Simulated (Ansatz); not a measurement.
# Ni wire along [111], 13 atoms a period: bands along the axis

Aim: is the Ni wire along [111], 13 atoms a period a metal or a semiconductor?

Method: DFT PBE, plane waves, PAW; relaxation of a wire's period; PAW set soft_1, in the first sound run; inputs show where later runs differ, in Ansatz 0.2.0.

### Step 1. The structure

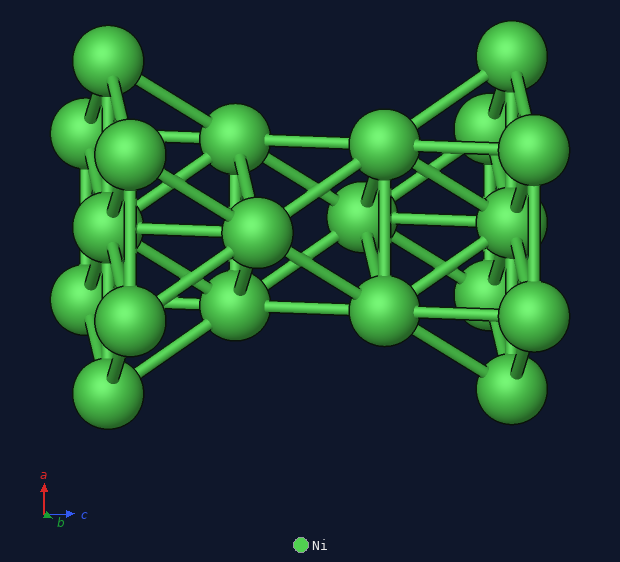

The starting structure, seen from the side, with the c axis across the page (nickel green). Some periodic images of atoms are drawn too.

The cell holds 13 atoms: 13 Ni. Its edges and angles: a = 11.778 Å, b = 11.111 Å, c = 6.097 Å, α = 90.0°, β = 90.0°, γ = 90.0°. Vacuum lies along a and b. The structure's axis is c.

### Step 2. The relaxed wire

Band widths follow the bond lengths, so the wire is relaxed first. The atoms and the third cell vector are free; the box across stays fixed as vacuum. Moments are seeded so that a magnetic state can form if it lies lower. A Fermi-Dirac smearing is set since the result may be a metal. The pressure printed is a third of the stress's trace over the whole box, vacuum included; only the stress along the axis is relaxed.

Input file input.yaml:

```yaml
crystal:
  lattice:
    - [11.778, 0.0, 0.0]
    - [0.0, 11.111, 0.0]
    - [0.0, 0.0, 6.0968188426]
  atoms:
    - { symbol: Ni, position: [0.288673799, 0.500004588, 0.0], spin: 0.8 }
    - { symbol: Ni, position: [0.394337573, 0.694006115, 0.0], spin: 0.8 }
    - { symbol: Ni, position: [0.500001347, 0.500004588, 0.0], spin: 0.8 }
    - { symbol: Ni, position: [0.605665122, 0.694006115, 0.0], spin: 0.8 }
    - { symbol: Ni, position: [0.394337573, 0.435337412, 0.333333333], spin: 0.8 }
    - { symbol: Ni, position: [0.500001347, 0.629338939, 0.333333333], spin: 0.8 }
    - { symbol: Ni, position: [0.605665122, 0.435337412, 0.333333333], spin: 0.8 }
    - { symbol: Ni, position: [0.394337573, 0.564671764, 0.666666667], spin: 0.8 }
    - { symbol: Ni, position: [0.500001347, 0.370670236, 0.666666667], spin: 0.8 }
    - { symbol: Ni, position: [0.605665122, 0.564671764, 0.666666667], spin: 0.8 }
    - { symbol: Ni, position: [0.394337573, 0.30600306, 0.0], spin: 0.8 }
    - { symbol: Ni, position: [0.605665122, 0.30600306, 0.0], spin: 0.8 }
    - { symbol: Ni, position: [0.711328896, 0.500004588, 0.0], spin: 0.8 }
magnetization:
  spin_polarized: true
kpoints:
  mp_grid: { grid: [1, 1, 14] }
scf:
  occupations: { method: fermi_dirac, width: 0.05 }
hamiltonian:
  xc: pbe
  pseudopotentials: { kind: paw, azcp: { folder: soft_1 } }
relax:
  cell: { fix: [a, b, alpha, beta, gamma] }
  max_steps: 45
  f_tol: 0.03
```

Command:

```
ansatz run input.yaml --threads 4 --pin off --max-ram 16384MiB --backend cpu --events-out ev --progress --plain --runs-dir out
```

Numbers of over 12 decimals in the logs are rounded to 6 here.

The program printed:

```text
Engine: ansatz 0.2.0, x86_64-unknown-linux-gnu
Pseudopotentials: kind: paw
Pseudopotential: Ni, paw, valence charge 18, recommended cutoff 420 eV (normal), soft_1/Ni.paw.azcp
Functional definition: PBE
  parameter kappa = 0.804
  parameter beta = 0.066725
  exchange = pbe_x(kappa = kappa, mu = beta*pi^2/3)
  correlation = pbe_c(beta = beta)
Crystal: 13 atoms, lattice volume = 797.862 Å³
Basis set: ecut = 420 eV, 15563 PW (Γ), exchange–correlation on 160×150×90 points (8 copies of the dense FFT grid, shifted against one another)
Bands: 147, of which v1, the nominal top of the filled ones, is band 117 counted from 1 (116 counted from 0)
Symmetry: 4 space group operations
Space group: P2/m (ITA 10), of the structure as read, at distance tolerance 9.3e-5 Å
Magnetic group: BNS 10.42 (UNI 49), of the structure as read, at distance tolerance 9.3e-5 Å
k-points: 8 of 14
Non-local potential: Ni, projectors of the file, l = 0: 3, l = 1: 2, l = 2: 3, l = 3: 1
PAW form: soft (Blöchl's): semilocal exchange-correlation on the pseudo side does not see the compensation charge
PAW one-centre angular grid: Ni, 590 points (default); XC on 64 Gauss nodes
Initial density: superposition of atomic densities (neutral atoms: chi_scale 0, normalization atom)
Starting moments: Σ|m| = 10.4 μB on 13 of 13 sites
Initial wavefunctions: pseudopotential atomic-orbital guess
Functional: x = pbe(κ = 0.804, μ = 0.219515), c = pbe(β = 0.066725)
SCF iter   1: F=—  HF=-75884.553657 eV  |F-HF|=—  |Δ(HF+E_count)|=         —  Δρ=2.42e-2 (↑2.42e-2 ↓1.62e-2)  dr2=2.93e1  dr2_m=5.16e-1  M=9.999 μB ∫|m|=10.662 μB  β_m=0.30  ethr=3.10e-3  ⟨swp⟩=8.9  Hψ=11144  notcnv=0  defer=56
Mixer restart at iter 1: flushing history
preconditioner: auto → LDOS  [metal: Δε(μ)=0.008 eV  Ē_g=5.316 eV  σ=0.050 eV  W_gap=0.04  n_scr=150 (ndim 8)  ℏωp=15.0 eV  f_vac=0.662  D(μ)=45.13/eV (n_scr^D=446)]
spin=Collinear: LDOS preconditioning applied to the charge; magnetization (m = ρ↑ − ρ↓) channel mixes plain (no charge-response kernel on spin).
SCF iter   2: F=—  HF=-75887.872383 eV  |F-HF|=—  |Δ(HF+E_count)|=    3.32e0  Δρ=1.57e-2 (↑1.57e-2 ↓9.12e-3)  dr2=7.46e0  dr2_m=3.84e-1  M=10.335 μB ∫|m|=11.074 μB  β_m=0.42  ethr=3.10e-3  ⟨swp⟩=3.0  Hψ=4070  notcnv=0  defer=208
SCF iter   3: F=—  HF=-75895.499834 eV  |F-HF|=—  |Δ(HF+E_count)|=    7.63e0  Δρ=5.52e-3 (↑4.12e-3 ↓5.52e-3)  dr2=3.47e-1  dr2_m=1.02e-1  M=10.480 μB ∫|m|=11.437 μB  β_m=0.50  ethr=3.10e-3  ⟨swp⟩=3.0  Hψ=3666  notcnv=0  defer=208
SCF iter   4: F=—  HF=-75897.178407 eV  |F-HF|=—  |Δ(HF+E_count)|=    1.68e0  Δρ=4.21e-3 (↑3.33e-3 ↓4.21e-3)  dr2=3.40e-1  dr2_m=2.14e-2  M=9.910 μB ∫|m|=11.151 μB  β_m=0.71  ethr=1.48e-4  ⟨swp⟩=2.6  Hψ=3945  notcnv=0  defer=213
SCF iter   5: F=—  HF=-75898.133180 eV  |F-HF|=—  |Δ(HF+E_count)|=   9.55e-1  Δρ=3.01e-3 (↑3.00e-3 ↓3.01e-3)  dr2=9.48e-2  dr2_m=4.63e-2  M=9.371 μB ∫|m|=10.898 μB  β_m=0.81  ethr=1.45e-4  ⟨swp⟩=3.5  Hψ=4381  notcnv=0  defer=213
SCF iter   6: F=—  HF=-75898.195972 eV  |F-HF|=—  |Δ(HF+E_count)|=         —  Δρ=7.08e-3 (↑3.11e-3 ↓7.08e-3)  dr2=1.33e-1  dr2_m=1.73e-1  M=8.722 μB ∫|m|=10.285 μB  β_m=0.81  ethr=4.05e-5  ⟨swp⟩=2.0  Hψ=3988  notcnv=0  defer=218
SCF iter   7: F=—  HF=-75898.200538 eV  |F-HF|=—  |Δ(HF+E_count)|=   4.57e-3  Δρ=3.92e-3 (↑1.74e-3 ↓3.92e-3)  dr2=9.78e-2  dr2_m=2.95e-2  M=8.633 μB ∫|m|=10.159 μB  β_m=0.91  ethr=4.05e-5  ⟨swp⟩=2.0  Hψ=2936  notcnv=0  defer=218
SCF iter   8: F=—  HF=-75898.210581 eV  |F-HF|=—  |Δ(HF+E_count)|=   1.00e-2  Δρ=8.07e-4 (↑3.14e-4 ↓8.07e-4)  dr2=3.37e-3  dr2_m=1.68e-3  M=8.556 μB ∫|m|=10.075 μB  β_m=0.95  ethr=4.05e-5  ⟨swp⟩=2.0  Hψ=3621  notcnv=0  defer=218
SCF iter   9: F=—  HF=-75898.211235 eV  |F-HF|=—  |Δ(HF+E_count)|=   6.54e-4  Δρ=6.08e-4 (↑2.97e-4 ↓6.08e-4)  dr2=2.85e-3  dr2_m=5.59e-4  M=8.563 μB ∫|m|=10.072 μB  β_m=0.91  ethr=1.44e-6  ⟨swp⟩=2.0  Hψ=4121  notcnv=0  defer=218
SCF iter  10: F=—  HF=-75898.210916 eV  |F-HF|=—  |Δ(HF+E_count)|=   3.19e-4  Δρ=3.50e-4 (↑2.54e-4 ↓3.50e-4)  dr2=5.70e-4  dr2_m=5.77e-4  M=8.561 μB ∫|m|=10.060 μB  β_m=0.92  ethr=1.22e-6  ⟨swp⟩=2.0  Hψ=3391  notcnv=0  defer=218
SCF iter  11: F=—  HF=-75898.210830 eV  |F-HF|=—  |Δ(HF+E_count)|=   8.56e-5  Δρ=7.73e-5 (↑3.79e-5 ↓7.73e-5)  dr2=7.54e-5  dr2_m=1.10e-5  M=8.553 μB ∫|m|=10.048 μB  β_m=0.80  ethr=2.44e-7  ⟨swp⟩=2.0  Hψ=3384  notcnv=0  defer=218
SCF iter  12: F=—  HF=-75898.210826 eV  |F-HF|=—  |Δ(HF+E_count)|=   4.24e-6  Δρ=5.17e-5 (↑2.63e-5 ↓5.17e-5)  dr2=3.20e-5  dr2_m=5.50e-6  M=8.553 μB ∫|m|=10.048 μB  β_m=0.69  ethr=3.22e-8  ⟨swp⟩=2.0  Hψ=3445  notcnv=0  defer=218
SCF iter  13: F=—  HF=-75898.210823 eV  |F-HF|=—  |Δ(HF+E_count)|=   3.20e-6  Δρ=2.96e-5 (↑1.26e-5 ↓2.96e-5)  dr2=7.85e-6  dr2_m=1.06e-6  M=8.553 μB ∫|m|=10.047 μB  β_m=0.59  ethr=1.37e-8  ⟨swp⟩=2.0  Hψ=3392  notcnv=0  defer=218
SCF iter  14: F=—  HF=-75898.210823 eV  |F-HF|=—  |Δ(HF+E_count)|=   3.32e-7  Δρ=5.48e-6 (↑4.38e-6 ↓5.48e-6)  dr2=1.56e-7  dr2_m=1.44e-7  M=8.553 μB ∫|m|=10.047 μB  β_m=0.78  ethr=3.36e-9  ⟨swp⟩=2.0  Hψ=3314  notcnv=0  defer=218
SCF iter  15: F=—  HF=-75898.210824 eV  |F-HF|=—  |Δ(HF+E_count)|=   2.81e-7  Δρ=4.62e-6 (↑1.62e-6 ↓4.62e-6)  dr2=1.61e-7  dr2_m=5.15e-8  M=8.554 μB ∫|m|=10.048 μB  β_m=0.77  ethr=6.65e-11  ⟨swp⟩=3.1  Hψ=5199  notcnv=0  defer=218
SCF iter  16: F=—  HF=-75898.210824 eV  |F-HF|=—  |Δ(HF+E_count)|=   9.56e-9  Δρ=2.02e-6 (↑1.45e-6 ↓2.02e-6)  dr2=3.91e-8  dr2_m=6.85e-9  M=8.554 μB ∫|m|=10.048 μB  β_m=0.66  ethr=6.65e-11  ⟨swp⟩=2.0  Hψ=3430  notcnv=0  defer=218
SCF iter  17: F=-75898.210823 eV  HF=-75898.210824 eV  |F-HF|=4.93e-8  |Δ(HF+E_count)|=   4.61e-9  Δρ=1.99e-6 (↑7.49e-7 ↓1.99e-6)  dr2=5.37e-8  dr2_m=3.80e-9  M=8.554 μB ∫|m|=10.048 μB  ethr=1.67e-11  ⟨swp⟩=2.0  Hψ=6574  notcnv=0
SCF 1 converged in 17 iterations: F = -75898.210823 eV  dr2 = 5.37e-8
  greatest PAW one-centre occupation: 1.001 electrons in one spin orbital (limit 2), on the Ni atom at site 11 (counted from 0), in its partial waves of l = 1
relax step   1: F+E_penalty+E_count = -75898.21082349 eV  Δ(F+E_penalty+E_count) = +0.000e0 eV  max|allowed force component| = 1.220e0 eV/Å  Δτ_max = 0.0000 Å  P = -2.612 GPa  Ω = 797.862 Å³  fix = [a, b, alpha, beta, gamma]  reactions: a -2.372, b -2.388 GPa; alpha -0.004 GPa/rad  (17 SCF iters, dr2 threshold 1.00e-7 eV, accepted)
Crystal: 13 atoms, lattice volume = 780.269 Å³
Basis set: ecut = 420 eV, 15201 PW (Γ), exchange–correlation on 160×150×90 points (8 copies of the dense FFT grid, shifted against one another)
Initial density: handed on by an earlier stage of this run
[...]
preconditioner: auto → LDOS  [metal: Δε(μ)=0.060 eV  Ē_g=5.127 eV  σ=0.050 eV  W_gap=0.29  n_scr=38 (ndim 8)  ℏωp=15.4 eV  f_vac=0.699  D(μ)=21.25/eV (n_scr^D=142)]
spin=Collinear: LDOS preconditioning applied to the charge; magnetization (m = ρ↑ − ρ↓) channel mixes plain (no charge-response kernel on spin).
SCF iter   2: F=—  HF=-75899.186804 eV  |F-HF|=—  |Δ(HF+E_count)|=   2.59e-4  Δρ=4.33e-5 (↑4.33e-5 ↓4.19e-5)  dr2=7.18e-5  dr2_m=1.39e-7  M=8.280 μB ∫|m|=9.651 μB  β_m=0.60  ethr=9.59e-8  ⟨swp⟩=1.9  Hψ=2570  notcnv=0
SCF iter   3: F=—  HF=-75899.186807 eV  |F-HF|=—  |Δ(HF+E_count)|=   2.42e-6  Δρ=2.68e-5 (↑2.68e-5 ↓1.56e-5)  dr2=5.77e-6  dr2_m=1.66e-6  M=8.278 μB ∫|m|=9.648 μB  β_m=0.69  ethr=3.07e-8  ⟨swp⟩=2.0  Hψ=2615  notcnv=0
SCF iter   4: F=—  HF=-75899.186813 eV  |F-HF|=—  |Δ(HF+E_count)|=   6.49e-6  Δρ=1.84e-5 (↑8.96e-6 ↓1.84e-5)  dr2=5.39e-6  dr2_m=3.75e-7  M=8.277 μB ∫|m|=9.647 μB  β_m=0.61  ethr=2.47e-9  ⟨swp⟩=2.2  Hψ=4257  notcnv=0
SCF iter   5: F=—  HF=-75899.186813 eV  |F-HF|=—  |Δ(HF+E_count)|=   1.64e-7  Δρ=1.29e-5 (↑1.29e-5 ↓5.49e-6)  dr2=1.30e-6  dr2_m=1.49e-7  M=8.277 μB ∫|m|=9.647 μB  β_m=0.55  ethr=2.30e-9  ⟨swp⟩=2.0  Hψ=4231  notcnv=0
SCF iter   6: F=—  HF=-75899.186813 eV  |F-HF|=—  |Δ(HF+E_count)|=   1.50e-7  Δρ=4.24e-6 (↑2.31e-6 ↓4.24e-6)  dr2=9.98e-8  dr2_m=4.57e-8  M=8.276 μB ∫|m|=9.646 μB  β_m=0.63  ethr=5.54e-10  ⟨swp⟩=2.2  Hψ=3390  notcnv=0
SCF iter   7: F=—  HF=-75899.186813 eV  |F-HF|=—  |Δ(HF+E_count)|=   2.88e-8  Δρ=1.70e-6 (↑1.62e-6 ↓1.70e-6)  dr2=1.89e-8  dr2_m=1.18e-8  M=8.276 μB ∫|m|=9.646 μB  β_m=0.73  ethr=4.27e-11  ⟨swp⟩=3.1  Hψ=4512  notcnv=0
SCF iter   8: F=—  HF=-75899.186813 eV  |F-HF|=—  |Δ(HF+E_count)|=   9.66e-9  Δρ=5.46e-7 (↑4.66e-7 ↓5.46e-7)  dr2=3.18e-9  dr2_m=1.43e-9  M=8.276 μB ∫|m|=9.646 μB  β_m=0.81  ethr=8.06e-12  ⟨swp⟩=2.4  Hψ=4113  notcnv=0
SCF iter   9: F=—  HF=-75899.186813 eV  |F-HF|=—  |Δ(HF+E_count)|=   3.04e-7  Δρ=5.24e-7 (↑5.24e-7 ↓3.46e-7)  dr2=3.66e-9  dr2_m=3.37e-10  M=8.276 μB ∫|m|=9.646 μB  β_m=0.66  ethr=1.36e-12  ⟨swp⟩=3.5  Hψ=5394  notcnv=0
SCF iter  10: F=—  HF=-75899.186813 eV  |F-HF|=—  |Δ(HF+E_count)|=   1.14e-9  Δρ=2.14e-7 (↑1.27e-7 ↓2.14e-7)  dr2=1.91e-10  dr2_m=1.60e-10  M=8.276 μB ∫|m|=9.646 μB  β_m=0.83  ethr=1.36e-12  ⟨swp⟩=2.4  Hψ=3448  notcnv=0
SCF iter  11: F=—  HF=-75899.186813 eV  |F-HF|=—  |Δ(HF+E_count)|=  4.37e-10  Δρ=1.50e-7 (↑1.50e-7 ↓3.90e-8)  dr2=1.15e-10  dr2_m=3.61e-11  M=8.276 μB ∫|m|=9.646 μB  β_m=0.91  ethr=1.00e-12  ⟨swp⟩=2.0  Hψ=3314  notcnv=0
SCF iter  12: F=—  HF=-75899.186813 eV  |F-HF|=—  |Δ(HF+E_count)|=  2.91e-11  Δρ=1.11e-7 (↑4.94e-8 ↓1.11e-7)  dr2=1.90e-10  dr2_m=8.53e-12  M=8.276 μB ∫|m|=9.646 μB  β_m=0.78  ethr=1.00e-12  ⟨swp⟩=1.0  Hψ=2352  notcnv=0
SCF iter  13: F=-75899.186813 eV  HF=-75899.186813 eV  |F-HF|=7.28e-11  |Δ(HF+E_count)|=  1.46e-11  Δρ=4.06e-8 (↑2.68e-8 ↓4.06e-8)  dr2=1.73e-11  dr2_m=2.13e-12  M=8.276 μB ∫|m|=9.646 μB  ethr=1.00e-12  ⟨swp⟩=3.1  Hψ=7623  notcnv=0
SCF 6 converged in 13 iterations: F = -75899.186813 eV  dr2 = 1.73e-11
relax step   6: F+E_penalty+E_count = -75899.18681298 eV  Δ(F+E_penalty+E_count) = +6.394e-3 eV  max|allowed force component| = 1.527e-3 eV/Å  Δτ_max = 0.0000 Å  P = +0.018 GPa  Ω = 759.158 Å³  fix = [a, b, alpha, beta, gamma]  reactions: a +0.027, b +0.021 GPa; alpha -0.003 GPa/rad  stress off target by 5.90e-3 GPa on what of the cell is left free  SCF on the basis re-selected at this cell (its energy is not comparable with the rows above)  (13 SCF iters)
basis re-selected at this cell: Δ(F+E_penalty+E_count) = +6.394e-3 eV, ΔP = +0.008 GPa vs the last step (what re-selecting the basis moved, of the pressure what is left beyond the Pulay correction that the steps carried, after the strain that the cell walked since its last selection, with what the two solves' SCF thresholds leave and, on support functions, any second-order correction that the steps lacked; it is no measure of the basis error at this ecutwfc). The dense FFT grid was sized anew with the basis: this SCF ran on 80×75×40 points, the steps before it on 80×75×45, so part of this shift can come from that change (see relax.cell in the input reference). [rest of the remark cut]
SCF converged after 13 iterations
Magnetization: 8.2761 μB (121.1381 up, 112.8619 down)
Absolute magnetization: 9.6565 μB (∫|ρ↑−ρ↓|, with the PAW one-centre terms)
Spin contamination: 0.1442 ħ² per cell (⟨S²⟩ above its minimum at these occupations)
Per-site moments (μB) at R_I (Å): [(0.694012, 0.977476), (0.691348, 0.977476), (0.306079, 0.977826), (0.691348, 0.977476), (0.718745, 0.965911), (0.717260, 0.965911), (0.718745, 0.965911), (0.718745, 0.965911), (0.717260, 0.965911), (0.718745, 0.965911), (0.691348, 0.977476), (0.691348, 0.977476), (0.694012, 0.977476)]
Free energy (F): -75899.186813 eV
Harris-Foulkes:  -75899.186813 eV  (|F-HF|=7.28e-11)
Internal energy: -75898.998924 eV  (E = F + TS)
E sigma→0 (E₀):  -75899.092868 eV
Entropy (-TS):   -0.187889 eV (-14.453 meV/atom)
Fermi energy:    0.093215 eV
--- Per-component energies (eV) ---
  E_band       = -7827.549176
  E_kinetic    = 4408.072929
  E_local      = -170802.923576  (includes V_loc(G=0)·N_el)
  E_nonlocal   = -1481.217966
  E_hartree    = 84899.634142
  E_xc         = -1441.558376
  E_vxc        = -1857.341514  (∫ρ·V_xc dr)
  E_paw        = -21595.575728  (= ΣΔE_a)
  E_vpaw       = -7893.418277  (= ΣTr[D̂ρ^β])
  E_aug_tail   = 0.011915  (compensation charges beyond the density's cutoff)
  E_ewald      = 30114.557737
  E_smearing   = -0.187889  (= −TS)
  E_closure    = -0.000000  (closes the sum)
  Σ components = -75899.186813   (vs F -75899.186813, Δ=0.00e0)
--- Forces (eV/Å), atoms counted from 1 ---
  atom   1  Ni     0.00147561     0.00000000     0.00000000
  atom   2  Ni     0.00056930    -0.00143757     0.00017789
  atom   3  Ni     0.00000000     0.00000000     0.00000000
  atom   4  Ni    -0.00056930    -0.00143757     0.00017789
  atom   5  Ni     0.00071456     0.00032419    -0.00150772
  atom   6  Ni     0.00000000    -0.00080962    -0.00152669
  atom   7  Ni    -0.00071456     0.00032419    -0.00150772
  atom   8  Ni     0.00071456    -0.00032419     0.00150772
  atom   9  Ni     0.00000000     0.00080962     0.00152669
  atom  10  Ni    -0.00071456    -0.00032419     0.00150772
  atom  11  Ni     0.00056930     0.00143757    -0.00017789
  atom  12  Ni    -0.00056930     0.00143757    -0.00017789
  atom  13  Ni    -0.00147561     0.00000000     0.00000000
  max |Σ_I F_I| component: 4.88e-19 eV/Å
--- Stress (GPa, compression-positive) ---
        0.026871       0.000000       0.000000
        0.000000       0.021088       0.003380
        0.000000       0.003380       0.005902
  P = ⅓ Tr σ = 0.0180 GPa (0.180 kbar)
--- Relaxed structure (5 steps of the walk, 5 accepted, 1 SCFs on fresh bases) ---
  F+E_penalty+E_count = -75899.18681298 eV   max|allowed force component| = 1.527e-3 eV/Å   (the final SCF, on the basis selected at the relaxed cell)
  cell:  # Å, volume = 759.1581 Å³
    - [11.778, 0.0, 0.0]
    - [0.0, 11.111, 0]
    - [0.0, 0, 5.801062]
  atoms:
    - { symbol: Ni, position: [0.298706, 0.5, 0] }
    - { symbol: Ni, position: [0.399281, 0.684710, 0.00012178] }
    - { symbol: Ni, position: [0.5, 0.5, 0] }
    - { symbol: Ni, position: [0.600719, 0.684710, 0.00012178] }
    - { symbol: Ni, position: [0.397342, 0.437192, 0.337944] }
    - { symbol: Ni, position: [0.5, 0.625598, 0.337977] }
    - { symbol: Ni, position: [0.602658, 0.437192, 0.337944] }
    - { symbol: Ni, position: [0.397342, 0.562808, 0.662056] }
    - { symbol: Ni, position: [0.5, 0.374402, 0.662023] }
    - { symbol: Ni, position: [0.602658, 0.562808, 0.662056] }
    - { symbol: Ni, position: [0.399281, 0.315290, -0.00012178] }
    - { symbol: Ni, position: [0.600719, 0.315290, -0.00012178] }
    - { symbol: Ni, position: [0.701294, 0.5, 0] }
```

It took 3 min on 4 threads of Intel Xeon Platinum 8488C (Sapphire Rapids), shared host; peak memory 3 GiB.

Relaxation path:

```csv
step,energy less that of the first step (eV),largest force component (eV/Å),pressure (GPa),volume (Å³)
1,0.0000,1.2203,-2.61,797.86
2,-0.7450,0.6237,-1.38,780.27
3,-0.9540,0.2642,0.54,755.51
4,-0.9811,0.0542,-0.09,760.10
5,-0.9824,0.0020,0.01,759.16
6*,-0.9760,0.0015,0.02,759.16
```

Relaxation steps marked * repeat the geometry before them on a plane-wave basis chosen anew for their cell, so energy and pressure can jump there.

The run keeps the 4 symmetry operations that it works with, so distortions that break them were not tested.

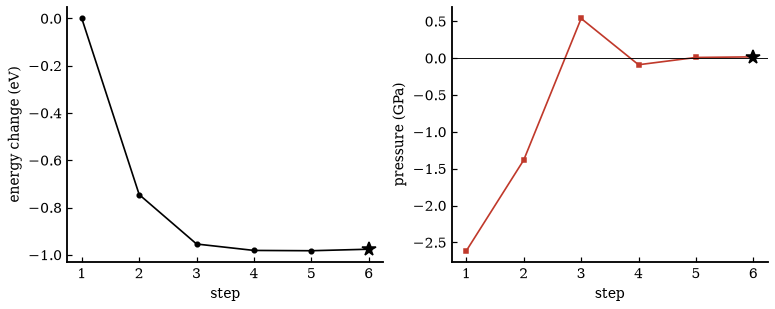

Energy and pressure along the relaxation. Stars mark steps on a basis chosen anew.

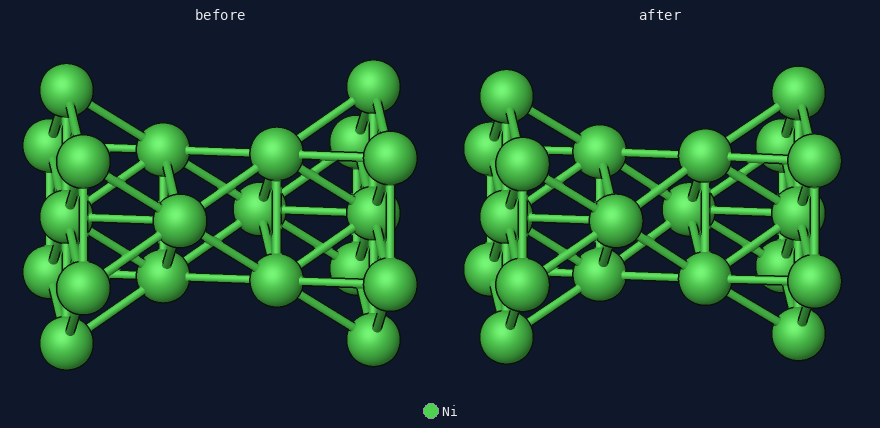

The structure before and after the relaxation, drawn at the same scale.

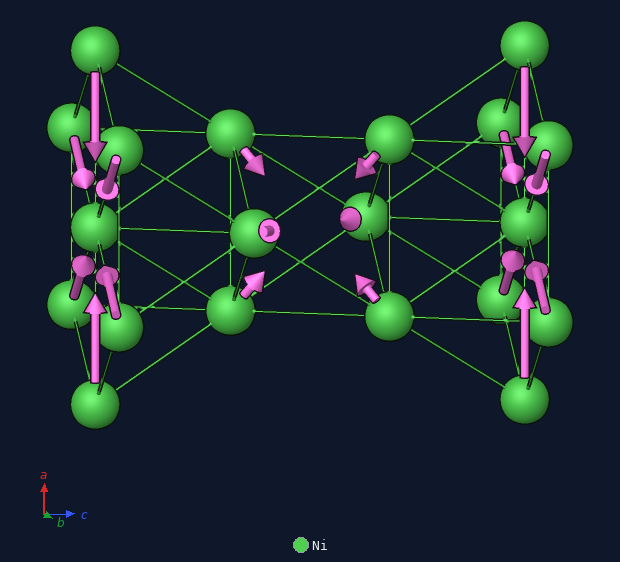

Displacements in the relaxation, exaggerated, measured against the changing cell; the longest in the cell stands for 0.12 Å. Some periodic images of atoms are drawn too.

```csv
cell as run,before,after,change
c (Å),6.097,5.801,-4.9 %
```

The atoms that moved most (Å, along periodic axes as changes of fractional coordinates times the final cell, across vacuum about the mean position):

```csv
atom,dx,dy,dz,length
Ni12,-0.058,0.103,-0.001,0.119
Ni11,0.058,0.103,-0.001,0.119
Ni4,-0.058,-0.103,0.001,0.119
Ni2,0.058,-0.103,0.001,0.119
Ni13,-0.118,0.000,0.000,0.118
Ni1,0.118,0.000,0.000,0.118
Ni9,0.000,0.042,-0.027,0.049
Ni6,0.000,-0.042,0.027,0.049
```

Numbers from this step:

- energy at zero smearing: -75899.0929 eV
- total moment: 8.276 μB
- absolute moment: 9.656 μB
- cell length along the wire: 5.801 Å

[end of part 1 of 2]

[Logs are printed without paths, hosts, clocks, repeated set-up lines and the standing remarks that a program may print on its own settings, such as how far it seeks lower states.]

[Hosts, paths, dates, database ids (printed as entryN), source tags and the programs' standing remarks are cut or masked in the printed files.]
